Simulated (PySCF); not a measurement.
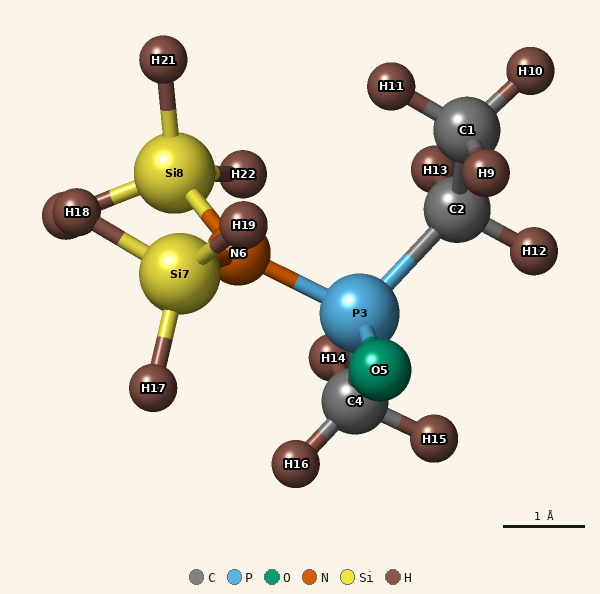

Fig. 1: The input geometry of run 1 (ball-and-stick view, seen at a tilt; atoms are numbered from 1 in the order of the input).

**What a change does: NMR shielding calculation on C$_{3}$H$_{14}$NOPSi$_{2}$**

System: C$_{3}$H$_{14}$NOPSi$_{2}$.
Method of run 1: GIAO PBE0/pcSseg-1 NMR shielding, non-relativistic, gas phase (PySCF 2.14.0).

The geometry comes from this level: PBE0-D3(BJ)/def2-SVP. Text and figures count atoms from 1; the logs count them from 0 in places.

### Input file, run 1
```
{"job": {"kind": "nmr", "xc": "PBE0", "basis": "pcSseg-1"}, "charge": 0, "multiplicity": 1}
C     -1.730316    -1.578452     1.436916
C     -1.360597    -0.659969     0.280627
P     -0.050821     0.503913     0.765877
C      0.301189     1.520587    -0.686766
O     -0.369077     1.285481     2.007363
N      1.337700    -0.411594     1.086365
Si     1.900416    -0.173112     2.759712
Si     2.141659    -1.543809     0.014143
H     -2.006730    -0.984149     2.319730
H     -2.576702    -2.228833     1.172774
H     -0.882849    -2.221611     1.719237
H     -2.220900    -0.039961    -0.023334
H     -1.037820    -1.222847    -0.611526
H      0.616801     0.914589    -1.548153
H     -0.598931     2.093912    -0.951831
H      1.100724     2.224657    -0.415453
H      2.366541     1.212978     3.027684
H      3.091051    -1.085066     2.820427
H      0.917885    -0.635582     3.775723
H      3.577465    -1.184537    -0.176167
H      2.058212    -2.943152     0.529445
H      1.446583    -1.480791    -1.308230
```

The first line tells a small driver script what to run in PySCF; the rest is the geometry in Å.

Launched with:
```bash
OMP_NUM_THREADS=1 python <driver script> task.json out
```

Hardware: 1 CPU thread, shared host.

### Output (run 1)
```
coarse grid: 18960 points
cycle   1  E = -1172.1660715027  dE =  7.311e-01  |g| = 9.707e-01  |ddm| = 4.191e+00
cycle   2  E = -1171.5962492647  dE =  5.698e-01  |g| = 1.905e+00  |ddm| = 3.526e+00
cycle   3  E = -1172.3379239843  dE = -7.417e-01  |g| = 2.720e-01  |ddm| = 2.923e+00
cycle   4  E = -1172.3521827171  dE = -1.426e-02  |g| = 1.022e-01  |ddm| = 3.081e-01
cycle   5  E = -1172.3540915167  dE = -1.909e-03  |g| = 3.734e-02  |ddm| = 1.037e-01
cycle   6  E = -1172.3544050978  dE = -3.136e-04  |g| = 5.348e-03  |ddm| = 3.651e-02
cycle   7  E = -1172.3544111574  dE = -6.060e-06  |g| = 1.177e-03  |ddm| = 5.934e-03
final grid: 166816 points
cycle   8  E = -1172.4092064669  dE = -2.182e-05  |g| = 1.193e-02  |ddm| = 2.737e-02
cycle   9  E = -1172.4091552144  dE =  5.125e-05  |g| = 2.001e-02  |ddm| = 2.657e-02
cycle  10  E = -1172.4092353332  dE = -8.012e-05  |g| = 2.890e-03  |ddm| = 1.904e-02
cycle  11  E = -1172.4092370279  dE = -1.695e-06  |g| = 1.775e-04  |ddm| = 2.583e-03
cycle  12  E = -1172.4092370336  dE = -5.665e-09  |g| = 7.891e-05  |ddm| = 2.590e-04
cycle  13  E = -1172.4092370349  dE = -1.369e-09  |g| = 2.630e-05  |ddm| = 1.023e-04
cycle  14  E = -1172.4092370351  dE = -1.478e-10  |g| = 7.484e-06  |ddm| = 2.856e-05
converged SCF energy = -1172.4092370351

GIAO shielding tensors (ppm)
atom      isotropic    diamagn.    paramagn.     s11        s22        s33       span
  0 C      178.591     246.761     -68.170    172.544    176.789    186.439     13.894
  1 C      156.774     260.334    -103.560    145.539    151.102    173.681     28.143
  2 P      283.029     967.779    -684.751    224.155    228.016    396.915    172.760
  3 C      166.391     258.956     -92.566    152.258    157.935    188.979     36.721
  4 O      194.321     397.034    -202.714    112.202    163.706    307.055    194.853
  5 N      233.422     337.232    -103.809    185.599    237.311    277.357     91.758
  6 Si     407.126     878.447    -471.321    352.730    405.790    462.860    110.130
  7 Si     407.742     880.937    -473.195    367.663    388.968    466.595     98.932
  8 H       29.644      29.539       0.105     24.774     28.711     35.448     10.673
  9 H       30.217      28.031       2.186     25.158     27.199     38.294     13.136
 10 H       30.328      31.039      -0.712     25.191     30.551     35.240     10.049
 11 H       29.906      33.833      -3.927     25.242     28.975     35.500     10.258
 12 H       29.853      36.018      -6.165     26.517     29.118     33.925      7.408
 13 H       29.939      34.230      -4.291     25.768     29.233     34.817      9.049
 14 H       29.989      31.999      -2.010     25.992     27.663     36.312     10.320
 15 H       29.863      31.430      -1.567     26.066     27.793     35.730      9.665
 16 H       26.482      27.879      -1.397     22.536     24.516     32.394      9.858
 17 H       26.900      27.364      -0.464     23.365     25.664     31.671      8.306
 18 H       26.541      28.029      -1.487     22.442     25.419     31.763      9.320
 19 H       26.661      29.284      -2.622     23.034     24.390     32.561      9.527
 20 H       26.679      29.576      -2.897     23.079     24.719     32.240      9.161
 21 H       26.941      31.775      -4.833     23.490     26.370     30.964      7.473
```

Run 2 used a changed input.

### The two runs side by side

| quantity | run 1 | run 2 |
| --- | --- | --- |
| outcome | converged | converged |
| total energy (hartree) | −1172.409237 | −1173.151294 |
| HOMO (eV) | −7.61 | −7.37 |
| LUMO (eV) | 0.09 | −0.07 |
| dipole moment (D) | 3.62 | 3.59 |
| shielding of C1 (ppm) | 178.6 | 172.9 |
| shielding of C2 (ppm) | 156.8 | 150.6 |
| shielding of P3 (ppm) | 283.0 | 266.9 |
| shielding of C4 (ppm) | 166.4 | 161.0 |
| shielding of N6 (ppm) | 233.4 | 227.4 |
| shielding of Si7 (ppm) | 407.1 | 397.4 |
| shielding of Si8 (ppm) | 407.7 | 397.6 |
| SCF iterations | 14 | 14 |
| basis functions | 227 | 227 |
| wall time (shared host) | 54 s | 49 s |

Which change of the input explains these differences?

The change (lines with − go, lines with + come):
```diff
-"xc": "PBE0"
+"xc": "B3LYP"
+"pop": false
```

The total energies belong to different methods, so their difference says nothing on which is more stable or more accurate. The HOMO goes from −7.61 to −7.37 eV. The LUMO goes from 0.09 to −0.07 eV. Of all shieldings, the largest change is that of P3, by −16.1 ppm. The functional changes from PBE0 to B3LYP. The number of SCF iterations is the same.

### Output (run 2)
```
coarse grid: 18960 points
cycle   1  E = -1172.8630260898  dE =  7.219e-01  |g| = 1.077e+00  |ddm| = 4.221e+00
cycle   2  E = -1172.0291512557  dE =  8.339e-01  |g| = 2.229e+00  |ddm| = 4.237e+00
cycle   3  E = -1173.0631832303  dE = -1.034e+00  |g| = 3.562e-01  |ddm| = 3.673e+00
cycle   4  E = -1173.0877253486  dE = -2.454e-02  |g| = 1.356e-01  |ddm| = 4.100e-01
cycle   5  E = -1173.0909431199  dE = -3.218e-03  |g| = 5.344e-02  |ddm| = 1.395e-01
cycle   6  E = -1173.0915889537  dE = -6.458e-04  |g| = 8.025e-03  |ddm| = 5.258e-02
cycle   7  E = -1173.0916028258  dE = -1.387e-05  |g| = 1.966e-03  |ddm| = 9.451e-03
cycle   8  E = -1173.0916036840  dE = -8.582e-07  |g| = 6.140e-04  |ddm| = 2.563e-03
final grid: 166816 points
cycle   9  E = -1173.1512845906  dE = -2.404e-05  |g| = 6.579e-03  |ddm| = 2.157e-02
cycle  10  E = -1173.1512705817  dE =  1.401e-05  |g| = 1.051e-02  |ddm| = 1.352e-02
cycle  11  E = -1173.1512935297  dE = -2.295e-05  |g| = 2.123e-03  |ddm| = 1.010e-02
cycle  12  E = -1173.1512943920  dE = -8.622e-07  |g| = 1.733e-04  |ddm| = 1.954e-03
cycle  13  E = -1173.1512943977  dE = -5.732e-09  |g| = 5.079e-05  |ddm| = 1.935e-04
cycle  14  E = -1173.1512943981  dE = -3.895e-10  |g| = 2.540e-05  |ddm| = 6.756e-05
converged SCF energy = -1173.1512943981

GIAO shielding tensors (ppm)
atom      isotropic    diamagn.    paramagn.     s11        s22        s33       span
  0 C      172.897     245.744     -72.846    166.609    170.865    181.218     14.609
  1 C      150.610     259.829    -109.219    139.153    144.933    167.744     28.591
  2 P      266.908     968.119    -701.211    207.132    210.498    383.093    175.961
  3 C      160.953     258.153     -97.200    146.437    152.258    184.165     37.728
  4 O      191.402     397.958    -206.556    113.346    160.208    300.650    187.304
  5 N      227.371     337.263    -109.892    179.021    231.383    271.709     92.688
  6 Si     397.410     878.296    -480.887    343.659    396.630    451.940    108.281
  7 Si     397.614     880.832    -483.218    358.796    378.991    455.055     96.260
  8 H       29.722      29.654       0.068     25.047     28.882     35.237     10.190
  9 H       30.317      28.003       2.314     25.465     27.462     38.024     12.558
 10 H       30.416      31.348      -0.932     25.497     30.690     35.061      9.565
 11 H       30.013      33.931      -3.918     25.535     29.220     35.285      9.750
 12 H       29.946      36.415      -6.469     26.757     29.329     33.753      6.996
 13 H       30.041      34.624      -4.583     26.031     29.396     34.697      8.666
 14 H       30.113      32.185      -2.072     26.300     27.923     36.117      9.817
 15 H       30.006      31.560      -1.555     26.430     28.057     35.530      9.100
 16 H       26.680      28.133      -1.453     22.807     24.762     32.470      9.664
 17 H       27.122      27.507      -0.385     23.655     25.891     31.821      8.166
 18 H       26.738      28.318      -1.580     22.724     25.646     31.844      9.120
 19 H       26.866      29.511      -2.646     23.290     24.634     32.673      9.384
 20 H       26.882      29.850      -2.967     23.328     24.959     32.360      9.032
 21 H       27.142      32.237      -5.096     23.761     26.582     31.082      7.321
```
